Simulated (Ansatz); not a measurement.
# interstitial Li in Al: hop to the nearest equivalent void, part 2 of 2

Wanted: the energy profile along the hop to the nearest equivalent void, from relaxed end points and a band of images. The host cell (fcc) has 32 atoms; the extra atom is the last.

Ansatz 0.2.0; DFT LDA, plane waves, PAW, scalar-relativistic, no spin polarisation. Earlier steps stand in the parts before.

## Step 7: The output, continued: band between the two ends

The log, continued (excerpt; [...] marks lines left out):

```text
[...]
NEB iter   3: max|band force component| = 1.986e-1 eV/Å  barrier→ = 0.6991 eV  barrier← = 0.6985 eV  CI = image 4  Δτ_max = 0.0299 Å  (35 SCF iters)
[...]
NEB iter   7: max|band force component| = 5.881e-2 eV/Å  barrier→ = 0.6729 eV  barrier← = 0.6723 eV  CI = image 4  Δτ_max = 0.0751 Å  (35 SCF iters)
[...]
NEB iter  11: max|band force component| = 1.172e-1 eV/Å  barrier→ = 0.6382 eV  barrier← = 0.6376 eV  CI = image 4  Δτ_max = 0.0752 Å  (5 SCF iters)
[...]
NEB iter  15: max|band force component| = 1.244e-1 eV/Å  barrier→ = 0.6094 eV  barrier← = 0.6089 eV  CI = image 4  Δτ_max = 0.0646 Å  (35 SCF iters)
[...]
NEB iter  17: max|band force component| = 6.361e-2 eV/Å  barrier→ = 0.5967 eV  barrier← = 0.5961 eV  CI = image 4  Δτ_max = 0.0634 Å  (35 SCF iters)
[...]
    - { symbol: Al, position: [0.245347369206266, 0.0004443553066754872, 0.7527627360184459] }
    - { symbol: Al, position: [0.5068222734109603, 0.24324655659468436, 0.7337680318523122] }
    - { symbol: Al, position: [0.7445763060015963, 0.4869655602679831, 0.7416598126989773] }
    - { symbol: Al, position: [-0.009749458043104663, 0.7446941155236767, 0.24749576293691847] }
    - { symbol: Al, position: [-0.003479573729288797, 0.5131006396611031, 0.5003751681240977] }
    - { symbol: Al, position: [0.24382702472599552, 0.7477579927907049, 0.5001746501666979] }
    - { symbol: Al, position: [-0.005515882049284782, 0.25573892022708733, 0.716476302389069] }
    - { symbol: Al, position: [0.24609663730394696, 0.4971384608348047, 0.7490271677975242] }
    - { symbol: Al, position: [0.48916248502800236, 0.7452026344868642, 0.7449326291963724] }
    - { symbol: Al, position: [-0.009997184012034987, 0.7441893806561005, 0.7523140010662231] }
    - { symbol: Li, position: [-0.12079718720046748, 0.9280286655007159, -0.001543813601620147] }
```

It took 40 min on 4 threads of Arm Neoverse V2, shared host; peak memory 4.9 GiB.

## Step 8: The band, image by image

Images 0 and 8 are the ends. Energies count from image 0; the path length is the program's own measure over all atoms.

| image | path (Å) | energy (eV) | Li33 x y z (Å) | band force (eV/Å) |
| --- | --- | --- | --- | --- |
| 0 | 0.000 | 0.0000 | 0.04 6.00 0.05 | - |
| 1 | 0.801 | 0.0077 | -0.01 6.46 0.00 | 0.005 |
| 2 | 1.602 | 0.1044 | -0.08 6.90 0.00 | 0.006 |
| 3 | 2.403 | 0.3933 | -0.42 7.25 0.00 | 0.017 |
| 4* | 3.204 | 0.5958 | -0.98 7.52 -0.01 | 0.013 |
| 5 | 3.819 | 0.4806 | -1.35 7.61 -0.01 | 0.008 |
| 6 | 4.434 | 0.1919 | -1.62 7.70 0.00 | 0.006 |
| 7 | 5.049 | 0.0071 | -1.84 7.87 0.00 | 0.005 |
| 8 | 5.663 | 0.0006 | -2.18 8.01 0.00 | - |

The star marks the climbing image.

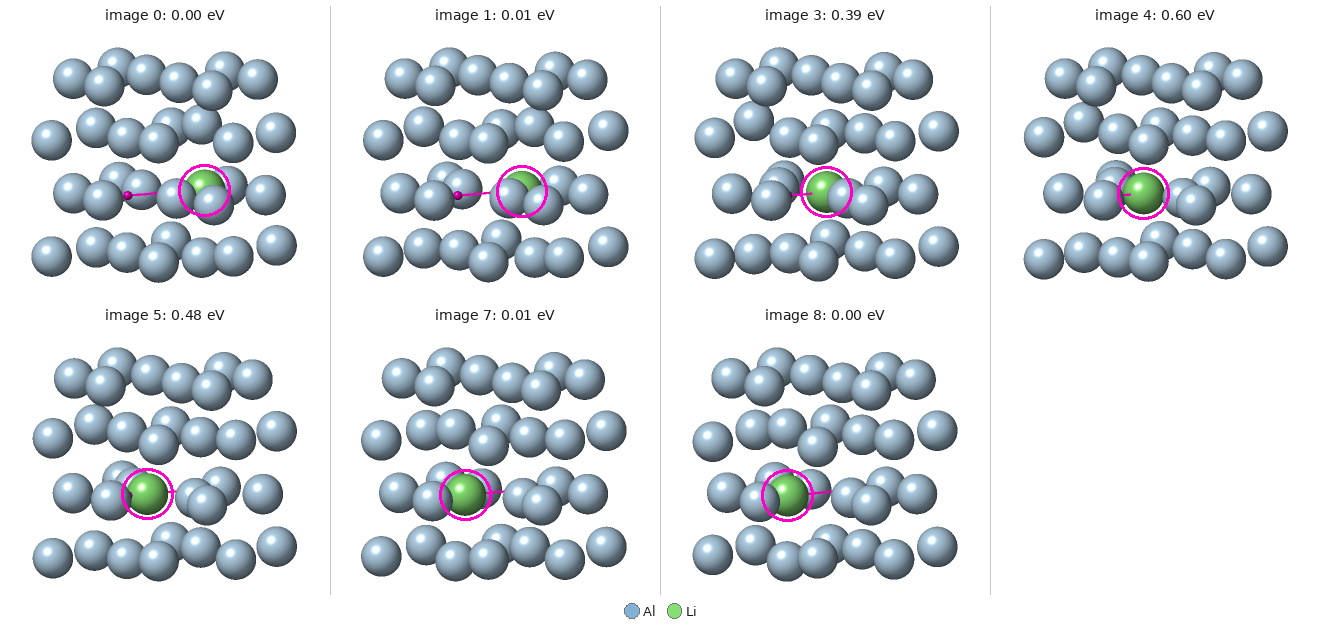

The images of the last band, seen from a free direction. Ringed: Li33. The magenta line is the track of the ringed atom over the whole band, with dots at its ends. Each atom of the cell is drawn once, at one copy chosen for all pictures, so bonds across the cell's faces may be missing; the others are paled.

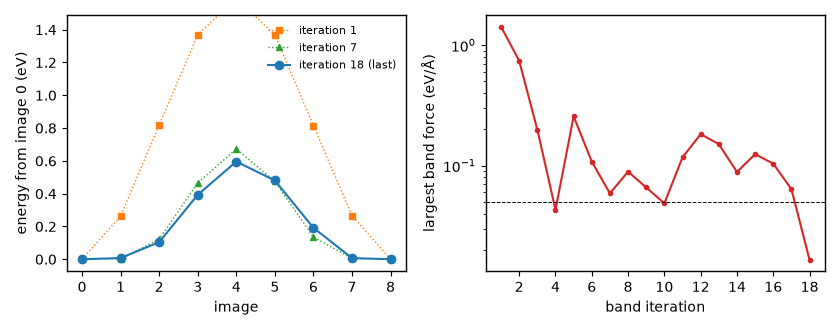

Left: energy of each image for early iterations and the last one (lines only join the points; early values far above the last band run off the scale). Right: the largest band force by iteration, with the threshold dashed.

How the highest energy settled:

```csv
iteration,highest image above image 0 (eV),largest band force (eV/Å)
1,1.5917,1.423
3,0.6991,0.199
5,0.6828,0.256
7,0.6729,0.059
9,0.6568,0.066
11,0.6382,0.117
13,0.6293,0.151
15,0.6094,0.124
17,0.5967,0.064
18,0.5958,0.017
```

Positions (Å) of images 0, 4, 8:

```xyz
33
Lattice="8.100 0.000 0.000 0.000 8.100 0.000 0.000 0.000 8.100" Properties=species:S:1:pos:R:3 pbc="T T T" image=0 dE=0.0000
Al    4.060    0.088    0.001
Al    5.987    2.007    0.001
Al    6.084   -0.011    2.021
Al   -0.008    0.276   -0.010
Al    2.111    2.008    0.001
Al    4.059    3.967    0.001
Al    5.774    6.091   -0.011
Al    2.009   -0.022    2.010
Al    4.045    2.035    2.052
Al    6.107    4.075    1.999
Al    4.045    0.033    4.044
Al    6.044    2.034    4.044
Al    6.072    0.002    6.072
Al   -0.010    3.660   -0.013
Al    2.386    6.093   -0.012
Al    0.001    2.008    2.111
Al    1.984    4.088    1.985
Al    4.059    6.074    2.109
Al    0.001    0.088    4.062
Al    2.053    2.035    4.043
Al    4.045    4.024    4.043
Al    5.988    6.073    4.062
Al    2.023   -0.008    6.081
Al    4.045    2.034    6.043
Al    6.091    4.060    6.091
Al   -0.010    6.094    2.395
Al    0.001    3.966    4.061
Al    2.110    6.074    4.061
Al    0.001    2.007    5.986
Al    2.002    4.071    6.104
Al    4.059    6.073    5.988
Al   -0.008    6.090    5.782
Li    0.041    5.996    0.053
33
Lattice="8.100 0.000 0.000 0.000 8.100 0.000 0.000 0.000 8.100" Properties=species:S:1:pos:R:3 pbc="T T T" image=4 dE=0.5958
Al    4.241   -0.247   -0.002
Al    5.960    1.996   -0.001
Al    6.021   -0.069    2.179
Al    0.458    1.108    0.011
Al    2.704    1.989    0.001
Al    3.887    4.194   -0.001
Al    5.990    5.563    0.005
Al    1.992    0.003    2.008
Al    4.107    1.970    2.159
Al    6.033    3.942    2.096
Al    3.952   -0.076    4.049
Al    6.038    1.967    4.052
Al    6.013   -0.072    5.912
Al    0.091    3.863    0.003
Al    1.867    6.156    0.000
Al   -0.040    2.077    2.310
Al    1.997    4.028    2.037
Al    3.964    6.036    2.065
Al    0.018   -0.086    4.051
Al    2.051    2.013    4.054
Al    3.997    4.026    4.051
Al    5.989    5.991    4.047
Al    1.987    0.004    6.097
Al    4.105    1.970    5.944
Al    6.031    3.944    6.007
Al   -0.079    6.032    2.005
Al   -0.028    4.156    4.053
Al    1.975    6.057    4.051
Al   -0.045    2.071    5.803
Al    1.993    4.027    6.067
Al    3.962    6.036    6.034
Al   -0.081    6.028    6.094
Li   -0.978    7.517   -0.013
33
Lattice="8.100 0.000 0.000 0.000 8.100 0.000 0.000 0.000 8.100" Properties=species:S:1:pos:R:3 pbc="T T T" image=8 dE=0.0006
Al    3.603    0.024   -0.001
Al    6.106    2.291   -0.001
Al    6.112    0.021    2.352
Al    0.227    0.015   -0.001
Al    1.992    2.120    0.000
Al    3.974    4.033    0.000
Al    6.116    5.683   -0.001
Al    1.994    0.000    2.117
Al    4.069    1.997    2.001
Al    6.076    4.032    2.111
Al    3.976    0.001    4.051
Al    6.075    2.112    4.051
Al    6.111    0.021    5.753
Al    0.091    4.030    0.000
Al    1.995    5.988    0.000
Al    0.010    2.037    2.038
Al    2.048    4.063    2.055
Al    4.098    6.126    1.970
Al    0.089    0.000    4.051
Al    2.046    2.061    4.050
Al    4.032    4.064    4.049
Al    6.076    5.996    4.051
Al    1.994    0.000    5.983
Al    4.068    1.998    6.098
Al    6.076    4.032    5.988
Al   -0.010    6.078    2.020
Al    0.040    4.061    4.050
Al    2.049    6.051    4.049
Al    0.011    2.037    6.061
Al    2.048    4.063    6.045
Al    4.097    6.124    6.129
Al   -0.009    6.077    6.080
Li   -2.180    8.011    0.004
```

## Step 9: Outcome

What follows sums up all 2 parts.

| quantity | value |
| --- | --- |
| end A | 4 moves, 2.119 eV lower |
| end B | 4 moves, 2.079 eV lower |
| barrier forwards | 0.596 eV |
| barrier backwards | 0.595 eV |
| second end relative to first | +0.001 eV |
| highest image | 4 of 0 to 8, climbing |
| band iterations | 18 |
| lowest curvatures at the top | -0.61 and 0.29 eV/Å² |

**Reading.** The barrier from the first end is 0.60 eV, 23 times kT at 300 K; with a typical attempt rate of 10^13 per second that is roughly 10^3 events a second. The ends differ by 1 meV at most. The program found one negative curvature at the climbing image, so it is a first-order saddle. A cell of 33 atoms lets the moving atom feel its images, and convergence in size and mesh was not shown.
